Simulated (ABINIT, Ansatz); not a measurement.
# A GW chain in ABINIT: GaN (P6_3mc), part 2 of 3

Wanted: ground state, empty states, screening and self-energy for GaN (P6_3mc).

ABINIT 10.8.3; PBE and many-body steps on it, plane waves. Known limits of the many-body steps: not at the basis limit; no spin-orbit coupling.

So far. Step 2 (Ground state): The gap is direct, at Γ.

The database entry behind the starting cell has ideal inner coordinates that were not refined, so it need not match the best structure at ambient conditions.

## 3. Bands along the symmetry lines

Level of this step: DFT, PBE, plane waves, norm-conserving pseudopotentials (ABINIT).

Levels along a band path, at the cheap level, show where the edges lie and whether the meshes to come will hold them.

Input file run.abi:

```
acell 3*1.0 Angstrom
rprim 
  3.190000000016 -0.000000000004 0.000000000000
  -1.595000000005 2.762621038088 0.000000000000
  0.000000000000 0.000000000000 5.189000000000
ntypat 2
znucl 31 7
natom 4
typat 1 1 2 2
xred 
  0.666666666667 0.333333333333 0.000000000000
  0.333333333333 0.666666666667 0.500000000000
  0.666666666667 0.333333333333 0.375000000000
  0.333333333333 0.666666666667 0.875000000000
pp_dirpath "pseudos"
pseudos "Ga.upf, N.upf"
ecut 45
iscf -2
irdden 1
kptopt 0
nkpt 75
kpt 
  0.00000000 0.00000000 0.00000000
  0.06250000 0.00000000 0.00000000
  0.12500000 0.00000000 0.00000000
  0.18750000 0.00000000 0.00000000
  0.25000000 0.00000000 0.00000000
  0.31250000 0.00000000 0.00000000
  0.37500000 0.00000000 0.00000000
  0.43750000 0.00000000 0.00000000
  0.50000000 0.00000000 0.00000000
  0.47916667 0.04166667 0.00000000
  0.45833333 0.08333333 0.00000000
  0.43750000 0.12500000 0.00000000
  0.41666666 0.16666666 0.00000000
  0.39583333 0.20833333 0.00000000
  0.37500000 0.25000000 0.00000000
  0.35416666 0.29166666 0.00000000
  0.33333333 0.33333333 0.00000000
  0.29166666 0.29166666 0.00000000
  0.25000000 0.25000000 0.00000000
  0.20833333 0.20833333 0.00000000
  0.16666666 0.16666666 0.00000000
  0.12500000 0.12500000 0.00000000
  0.08333333 0.08333333 0.00000000
  0.04166667 0.04166667 0.00000000
  0.00000000 0.00000000 0.00000000
  0.00000000 0.00000000 0.06250000
  0.00000000 0.00000000 0.12500000
  0.00000000 0.00000000 0.18750000
  0.00000000 0.00000000 0.25000000
  0.00000000 0.00000000 0.31250000
  0.00000000 0.00000000 0.37500000
  0.00000000 0.00000000 0.43750000
  0.00000000 0.00000000 0.50000000
  0.06250000 0.00000000 0.50000000
  0.12500000 0.00000000 0.50000000
  0.18750000 0.00000000 0.50000000
  0.25000000 0.00000000 0.50000000
  0.31250000 0.00000000 0.50000000
  0.37500000 0.00000000 0.50000000
  0.43750000 0.00000000 0.50000000
  0.50000000 0.00000000 0.50000000
  0.47916667 0.04166667 0.50000000
  0.45833333 0.08333333 0.50000000
  0.43750000 0.12500000 0.50000000
  0.41666666 0.16666666 0.50000000
  0.39583333 0.20833333 0.50000000
  0.37500000 0.25000000 0.50000000
  0.35416666 0.29166666 0.50000000
  0.33333333 0.33333333 0.50000000
  0.29166666 0.29166666 0.50000000
  0.25000000 0.25000000 0.50000000
  0.20833333 0.20833333 0.50000000
  0.16666666 0.16666666 0.50000000
  0.12500000 0.12500000 0.50000000
  0.08333333 0.08333333 0.50000000
  0.04166667 0.04166667 0.50000000
  0.00000000 0.00000000 0.50000000
  0.50000000 0.00000000 0.50000000
  0.50000000 0.00000000 0.43750000
  0.50000000 0.00000000 0.37500000
  0.50000000 0.00000000 0.31250000
  0.50000000 0.00000000 0.25000000
  0.50000000 0.00000000 0.18750000
  0.50000000 0.00000000 0.12500000
  0.50000000 0.00000000 0.06250000
  0.50000000 0.00000000 0.00000000
  0.33333333 0.33333333 0.50000000
  0.33333333 0.33333333 0.43750000
  0.33333333 0.33333333 0.37500000
  0.33333333 0.33333333 0.31250000
  0.33333333 0.33333333 0.25000000
  0.33333333 0.33333333 0.18750000
  0.33333333 0.33333333 0.12500000
  0.33333333 0.33333333 0.06250000
  0.33333333 0.33333333 0.00000000
istwfk *1
nband 33
nbdbuf 2
tolwfr 1e-08
nstep 40
prtwf 0
prtvol 0
indata_prefix "in"
outdata_prefix "out"
tmpdata_prefix "tmp"
```

On the command line:

```sh
> OMP_NUM_THREADS=1 mpirun -n 16 abinit run.abi > log
```

Numbers of over 12 decimals in the logs are rounded to 6 here.

What it wrote:

```text
.Version 10.8.3 of ABINIT. v10.8.2 released Aug 2026.

 Symmetries : space group P6_3 m c (#186); Bravais hP (primitive hexag.)
[... echo of the input left out ...]
== DATASET  1 ==================================================================
-   mpi_nproc: 16, omp_nthreads: 1 (-1 if OMP is not activated)

--- !DatasetInfo
iteration_state: {dtset: 1, }
dimensions: {natom: 4, nkpt: 75, mband: 33, nsppol: 1, nspinor: 1, nspden: 1, mpw: 4506, }
cutoff_energies: {ecut:  45.0, pawecutdg:  -1.0, }
electrons: {nelect:   5.20000000E+01, charge:   0.00000000E+00, occopt:   1.00000000E+00, tsmear:   1.00000000E-02, }

 Real(R)+Recip(G) space primitive vectors, cartesian coordinates (Bohr,Bohr^-1):
 R(1)=  6.0282263  0.0000000  0.0000000  G(1)=  0.1658863  0.0957745  0.0000000
 R(2)= -3.0141132  5.2205972  0.0000000  G(2)=  0.0000000  0.1915490  0.0000000
 R(3)=  0.0000000  0.0000000  9.8057889  G(3)=  0.0000000  0.0000000  0.1019806
 Unit cell volume ucvol=  3.0859741E+02 bohr^3
 Angles (23,13,12)=  9.00000000E+01  9.00000000E+01  1.20000000E+02 degrees

 getcut: wavevector=  0.0000  0.0000  0.0000  ngfft=  40  40  60
         ecut(hartree)=     45.000   => boxcut(ratio)=   2.02627

--- Pseudopotential description ------------------------------------------------
- Ga Generated using ONCVPSP code by D. R. Hamann
- 31.00000  21.00000  171031                  znucl, zion, pspdat
12 -101130 2 -1 1902                          pspcod,pspxc,lmax,lloc,mmax
     nproj     2     2     2
  pspatm : epsatm=   21.85474337
         --- l  ekb(1:nproj) -->
             0    4.962806   -1.220223
             1   -5.679278   -1.350476
             2  -10.596651   -3.839775
 pspatm: atomic psp has been read  and splines computed

- N Generated using ONCVPSP code by D. R. Hamann
-  7.00000   5.00000  171031                  znucl, zion, pspdat
12 -101130 1 -1 1058                          pspcod,pspxc,lmax,lloc,mmax
     nproj     2     2     0
  pspatm : epsatm=    5.20977870
         --- l  ekb(1:nproj) -->
[...]
pspatm: atomic psp has been read  and splines computed

--------------------------------------------------------------------------------

================================================================================
 prteigrs : about to open file out_EIG
 Non-SCF case, kpt    1 (  0.00000  0.00000  0.00000), residuals and eigenvalues=
  7.08E-09  6.98E-09  6.91E-09  9.04E-09  5.02E-09  5.41E-09  1.36E-09  6.76E-09
  1.62E-09  1.13E-09  5.31E-09  5.12E-09  8.83E-09  7.92E-09  5.19E-09  5.69E-09
  9.95E-09  3.67E-09  3.34E-09  8.54E-09  1.55E-09  3.67E-09  5.12E-09  3.94E-09
[...]
1.96E-09
 -4.9759E+00 -4.9759E+00 -3.1632E+00 -3.1631E+00 -3.1631E+00 -3.1630E+00
 -3.1630E+00 -3.1630E+00 -3.3265E-01 -3.0063E-01 -2.4456E-01 -2.4373E-01
 -2.4373E-01 -2.4156E-01 -2.4156E-01 -2.3496E-01 -2.3496E-01 -2.3177E-01
[...]
1.18E-05
[...]
Non-SCF case, kpt   74 (  0.33333  0.33333  0.06250), residuals and eigenvalues=
[...]
Non-SCF case, kpt   75 (  0.33333  0.33333  0.00000), residuals and eigenvalues=
[...]
-1.6821E-01 -1.6821E-01  5.8163E-02  5.8163E-02  6.0513E-02  1.4357E-01
  1.4357E-01  1.5513E-01  4.4316E-01  5.3991E-01  5.3991E-01  5.6241E-01
[...]
--- !ResultsGS
iteration_state: {dtset: 1, }
comment   : Summary of ground state results
lattice_vectors:
- [  6.0282263,  -0.0000000,   0.0000000, ]
- [ -3.0141132,   5.2205972,   0.0000000, ]
- [  0.0000000,   0.0000000,   9.8057889, ]
lattice_lengths: [   6.02823,    6.02823,    9.80579, ]
lattice_angles: [ 90.000,  90.000, 120.000, ] # degrees, (23, 13, 12)
lattice_volume:   3.0859741E+02
convergence: {deltae:  0.000E+00, res2:  0.000E+00, residm:  9.998E-09, diffor:  0.000E+00, }
etotal    :  -5.17437206E+02
entropy   :   0.00000000E+00
fermie    :   2.53663909E-01
cartesian_stress_tensor: null
pressure_GPa: null
xred      :
- [  6.6667E-01,   3.3333E-01,   0.0000E+00, Ga]
- [  3.3333E-01,   6.6667E-01,   5.0000E-01, Ga]
- [  6.6667E-01,   3.3333E-01,   3.7500E-01,  N]
- [  3.3333E-01,   6.6667E-01,   8.7500E-01,  N]
cartesian_forces: null
force_length_stats: {min: null, max: null, mean: null, }

 Integrated electronic density in atomic spheres:
 ------------------------------------------------
 Atom  Sphere_radius  Integrated_density
[...]
================================================================================

 ----iterations are completed or convergence reached----

 Mean square residual over all n,k,spin=   50.714E-10; max=  99.981E-10
 reduced coordinates (array xred) for    4 atoms
[...]
0.666666666667      0.333333333333      0.375000000000
       0.333333333333      0.666666666667      0.875000000000

 cartesian coordinates (angstrom) at end:
    1      1.595000     0.920874     0.000000
    2      2e-12     1.841747     2.594500
    3      1.595000     0.920874     1.945875
    4      2e-12     1.841747     4.540375
 length scales=  1.889726125908  1.889726125908  1.889726125908 bohr
              =  1.000000000000  1.000000000000  1.000000000000 angstroms
 prteigrs : about to open file out_EIG
 Eigenvalues (hartree) for nkpt=  75  k points:
 kpt#   1, nband= 33, wtk=  1.00000, kpt=  0.0000  0.0000  0.0000 (reduced coord)
[...]
kpt#   2, nband= 33, wtk=  1.00000, kpt=  0.0625  0.0000  0.0000 (reduced coord)
[...]
kpt#   3, nband= 33, wtk=  1.00000, kpt=  0.1250  0.0000  0.0000 (reduced coord)
[...]
kpt#  74, nband= 33, wtk=  1.00000, kpt=  0.3333  0.3333  0.0625 (reduced coord)
[...]
0.71886
 kpt#  75, nband= 33, wtk=  1.00000, kpt=  0.3333  0.3333  0.0000 (reduced coord)
[...]
-0.23396   -0.23233   -0.16821   -0.16821    0.05816    0.05816    0.06051    0.14357
   0.14357    0.15513    0.44316    0.53991    0.53991    0.56241    0.61634    0.61634
   0.71518

== END DATASET(S) ==============================================================
================================================================================

 -outvars: echo values of variables after computation  --------
            nband          33
             nkpt          75
          spgroup         186
 [... the other variables as echoed above ...]

 Calculation completed.
```

Elapsed: 17 s, on 16 MPI ranks of Arm Neoverse V1, shared host; peak memory 1.1 GiB; 4.6 min of CPU time.

This step gave:

```
gap                        : 1.919 eV
k of the valence top       : 0, 0, 0
k of the conduction bottom : 0, 0, 0
least direct gap           : 1.919 eV
```

The gap is 1.919 eV, as in the run before at this level.

Electronic bands along the path, in eV, zero at the top of the highest filled band:

```
    point  band 23  band 24  band 25  band 26  band 27  band 28  band 29  band 30
        Γ    -1.04    -0.06     0.00     0.00     1.92     4.27     9.18     9.92
        M    -4.22    -2.73    -2.23    -0.98     5.08     5.57     6.06     8.58
        K    -5.26    -3.00    -3.00    -2.68     5.16     7.79     7.79     8.40
        Γ    -1.04    -0.06     0.00     0.00     1.92     4.27     9.18     9.92
        A    -0.53    -0.53    -0.53    -0.53     4.25     4.25     8.50     8.50
        L    -1.93    -1.93    -1.91    -1.91     4.42     4.42     7.80     7.80
        H    -4.16    -4.16    -1.49    -1.49     6.44     6.44     7.31     7.31
        A    -0.53    -0.53    -0.53    -0.53     4.25     4.25     8.50     8.50
jump to L    -1.93    -1.93    -1.91    -1.91     4.42     4.42     7.80     7.80
        M    -4.22    -2.73    -2.23    -0.98     5.08     5.57     6.06     8.58
jump to H    -4.16    -4.16    -1.49    -1.49     6.44     6.44     7.31     7.31
        K    -5.26    -3.00    -3.00    -2.68     5.16     7.79     7.79     8.40
```

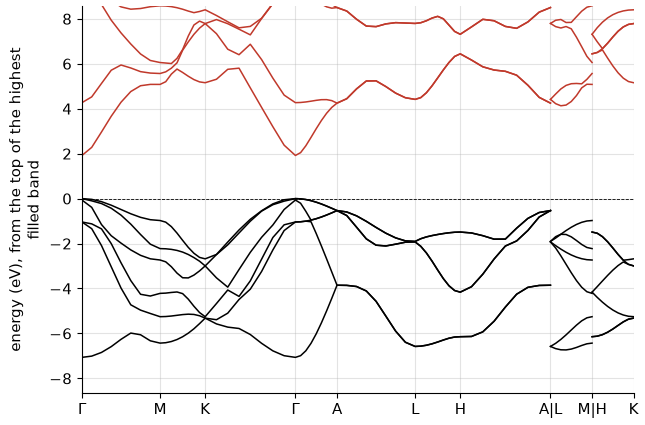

Electronic bands along the path; lines of filled and empty bands in two colours.

## 4. Empty states on the mesh, 6×6×4 mesh, 444 bands

The sums over transitions need many empty states on a uniform mesh; this step solves for them.

Input file run.abi:

```
acell 3*1.0 Angstrom
rprim 
  3.190000000016 -0.000000000004 0.000000000000
  -1.595000000005 2.762621038088 0.000000000000
  0.000000000000 0.000000000000 5.189000000000
ntypat 2
znucl 31 7
natom 4
typat 1 1 2 2
xred 
  0.666666666667 0.333333333333 0.000000000000
  0.333333333333 0.666666666667 0.500000000000
  0.666666666667 0.333333333333 0.375000000000
  0.333333333333 0.666666666667 0.875000000000
pp_dirpath "pseudos"
pseudos "Ga.upf, N.upf"
ecut 45
ngkpt 6 6 4
nshiftk 1
shiftk 0 0 0
kptopt 1
chksymbreak 0
irdden 1
istwfk *1
nband 444
prtvol 0
optdriver 6
gwr_task "HDIAGO"
paral_kgb 0
occopt 1
indata_prefix "in"
outdata_prefix "out"
tmpdata_prefix "tmp"
```

What it wrote:

```text
[banner, memory and clock lines left out]
.Version 10.8.3 of ABINIT. v10.8.2 released Aug 2026.

 Symmetries : space group P6_3 m c (#186); Bravais hP (primitive hexag.)
[... echo of the input left out ...]
== DATASET  1 ==================================================================
-   mpi_nproc: 16, omp_nthreads: 1 (-1 if OMP is not activated)

--- !DatasetInfo
iteration_state: {dtset: 1, }
dimensions: {natom: 4, nkpt: 21, mband: 444, nsppol: 1, nspinor: 1, nspden: 1, mpw: 4506, }
cutoff_energies: {ecut:  45.0, pawecutdg:  -1.0, }
electrons: {nelect:   5.20000000E+01, charge:   0.00000000E+00, occopt:   1.00000000E+00, tsmear:   1.00000000E-02, }

.Using double precision arithmetic; gwpc =  8

- Reading GS density from: in_DEN

--- Pseudopotential description ------------------------------------------------
- Ga Generated using ONCVPSP code by D. R. Hamann
- 31.00000  21.00000  171031                  znucl, zion, pspdat
12 -101130 2 -1 1902                          pspcod,pspxc,lmax,lloc,mmax
     nproj     2     2     2
  pspatm : epsatm=   21.85474337
         --- l  ekb(1:nproj) -->
             0    4.962806   -1.220223
             1   -5.679278   -1.350476
             2  -10.596651   -3.839775
 pspatm: atomic psp has been read  and splines computed

- N Generated using ONCVPSP code by D. R. Hamann
-  7.00000   5.00000  171031                  znucl, zion, pspdat
12 -101130 1 -1 1058                          pspcod,pspxc,lmax,lloc,mmax
     nproj     2     2     0
  pspatm : epsatm=    5.20977870
         --- l  ekb(1:nproj) -->
             0    7.494509    0.636305
             1   -4.293905   -1.006988
 pspatm: atomic psp has been read  and splines computed

   2.81471030E+03                                ecore*ucvol(ha*bohr**3)

 Total charge density [el/Bohr^3]
)     Maximum=    6.5310E+00  at reduced coord.    0.7500    0.3750    0.9833
)     Minimum=    4.6339E-03  at reduced coord.    0.0000    0.0000    0.2000
   Integrated=    5.2000E+01

 === KS gaps after direct diagonalization ===
 Direct band gap semiconductor
 Fundamental gap:     1.919 (eV)
   VBM:     6.903 (eV) at k: [ 0.0000E+00,  0.0000E+00,  0.0000E+00]
   CBM:     8.822 (eV) at k: [ 0.0000E+00,  0.0000E+00,  0.0000E+00]
 Direct gap:         1.919 (eV) at k: [ 0.0000E+00,  0.0000E+00,  0.0000E+00]

== END DATASET(S) ==============================================================

 -outvars: echo values of variables after computation  --------
           etotal      0.0000000000E+00
            nband         444
             nkpt          21
          spgroup         186
 [... the other variables as echoed above ...]

 Calculation completed.
```

Elapsed: 2.3 min, on 16 MPI ranks; peak memory 18 GiB; 37 min of CPU time.

This step gave:

```yaml
gap: 1.919 eV
k_of_the_valence_top: 0, 0, 0
k_of_the_conduction_bottom: 0, 0, 0
least_direct_gap: 1.919 eV
k_points_computed: 21
lowest_point_of_the_top_converged_band_above_the_valence_top: 235.2364 eV
```

On this mesh the gap is 1.919 eV.

## 5. Screening, 6×6×4 mesh, 436 bands, screening to 326.5 eV

The RPA dielectric matrix is built and inverted for each q.

This step: RPA screening on PBE, plane waves, norm-conserving pseudopotentials.

Changes to run.abi since step 4:

```diff
@@ -22,10 +22,11 @@
 chksymbreak 0
-irdden 1
 istwfk *1
-nband 444
-prtvol 0
-optdriver 6
-gwr_task "HDIAGO"
-paral_kgb 0
 occopt 1
+irdwfk 1
+optdriver 3
+nband 436
+ecuteps 12
+inclvkb 2
+awtr 1
+symchi 1
 indata_prefix "in"
```

What it wrote:

```text
.Version 10.8.3 of ABINIT. v10.8.2 released Aug 2026.

 Symmetries : space group P6_3 m c (#186); Bravais hP (primitive hexag.)
[... echo of the input left out ...]
== DATASET  1 ==================================================================
-   mpi_nproc: 16, omp_nthreads: 1 (-1 if OMP is not activated)

--- !DatasetInfo
iteration_state: {dtset: 1, }
dimensions: {natom: 4, nkpt: 21, mband: 436, nsppol: 1, nspinor: 1, nspden: 1, mpw: 4506, }
cutoff_energies: {ecut:  45.0, pawecutdg:  -1.0, }
electrons: {nelect:   5.20000000E+01, charge:   0.00000000E+00, occopt:   1.00000000E+00, tsmear:   1.00000000E-02, }

 SCREENING: Calculation of the susceptibility and dielectric matrices

 Based on a program developped by R.W. Godby, V. Olevano, G. Onida, and L. Reining.
 Incorporated in ABINIT by V. Olevano, G.-M. Rignanese, and M. Torrent.
.Using double precision arithmetic ; gwpc =  8

[... cell and pseudopotentials left out ...]
--------------------------------------------------------------------------------

 ==== K-mesh for the wavefunctions ====
 Number of points in the irreducible wedge :    21
[... list of points left out ...]
 Together with 12 symmetry operations and time-reversal symmetry
 yields   144 points in the full Brillouin Zone.

 ==== Q-mesh for the screening function ====
 Number of points in the irreducible wedge :    21
[... list of points left out ...]
 Together with 12 symmetry operations and time-reversal symmetry
 yields   144 points in the full Brillouin Zone.

 setmesh: FFT mesh size selected  =    25x   25x   48
          total number of points  =        30000

 vcoul_init : cutoff-mode = AUXILIARY_FUNCTION
 q-points for optical limit:   1
     1)      0.000010    0.000020    0.000030

- screening: taking advantage of time-reversal symmetry
- Maximum band index for partially occupied states nbvw = 26
- Remaining bands to be divided among processors   nbcw = 410
- Number of bands treated by each node ~25

 Number of electrons calculated from density =   52.0000; Expected =   52.0000
 average of density, n =  0.168504
 r_s =    1.1231
 omega_plasma =   39.5969 [eV]

 calculating chi0 at frequencies [eV] :
  1    0.000000E+00    0.000000E+00
  2    0.000000E+00    3.959690E+01

--------------------------------------------------------------------------------
  q-point number  1        q = ( 0.000000, 0.000000, 0.000000) [r.l.u.]
--------------------------------------------------------------------------------
[... chi0 elements left out ...]
 For q-point:  0.000010 0.000020 0.000030
  dielectric constant =   5.8674
  dielectric constant without local fields =   6.3230

  Average fulfillment of the sum rule on Im[epsilon] for q-point    1 :     76.79  [%]
[... wings left out ...]
  q-point number  2        q = ( 0.166667, 0.000000, 0.000000) [r.l.u.]
--------------------------------------------------------------------------------
[... chi0 elements left out ...]
  Average fulfillment of the sum rule on Im[epsilon] for q-point    2 :     83.37  [%]

 [... 19 further q-points ...]
```

Wall time 34 min (16 MPI ranks); peak memory 12 GiB; 9.1 h of CPU time.

Numbers from this step:

| Item | Value |
| --- | --- |
| ε∞ with local fields, on this mesh, along the program's q direction | 5.867 |
| the same without local fields | 6.323 |
| plasma frequency | 39.60 eV |
| plane waves in the screening matrix | 615 |

Local fields lower ε∞ by 7 %.

(Part 2 of 3 ends here.)

[Paths, hosts, dates, memory and timing lines, banners, echoed tables and standing remarks are left out of the program output.]

[Logs are printed without paths, hosts, clocks, repeated set-up lines and the standing remarks that a program may print on its own settings, such as how far it seeks lower states.]

[Runs of the session that timed out or met a known fault of the program may be left out.]

[Hosts, paths, dates, database ids (printed as entryN), source tags and the programs' standing remarks are cut or masked in the printed files.]

[G0W0 gaps are taken among the corrected bands and points alone; a level outside them can change the order at an edge.]

[Where Ansatz stands beside ABINIT at settings called matched, ABINIT's density can come from a denser mesh and the files from another edition; pairs whose starting gaps differed by over 0.03 eV were left out, so agreement reads better than it is.]
